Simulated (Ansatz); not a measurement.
Pyrite PtAs2 was calculated with PBE-D3(BJ) (Ansatz, a first-principles code, plane waves, PAW).

Numerical settings: plane-wave cutoff 520 eV, 6×6×6 k mesh, Fermi–Dirac smearing 0.01 eV, scalar-relativistic PAW data made under PBE.

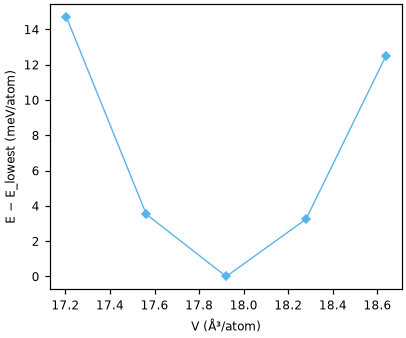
Figure: Total energy against volume

Q: From the curve, estimate the equilibrium volume and the bulk modulus.

A: V0 ≈ 17.9 Å³/atom and B0 ≈ 150 GPa; the fit gives V0 = 17.921 Å³/atom, B0 = 151 GPa, B′ = 5.0.

Shape and atoms are relaxed at each volume.

Measured, for comparison: equilibrium volume per atom 17.70 Å³/atom (temperature not stated, no zero-point or thermal correction; as tabulated in Wikipedia's data pages). Computed (rounded) less measured: equilibrium volume per atom +1.2 %.

Note: the bulk modulus comes from volumes at which shape and atoms were relaxed.

Spin–orbit coupling is not included.

Computed values are for the static lattice.
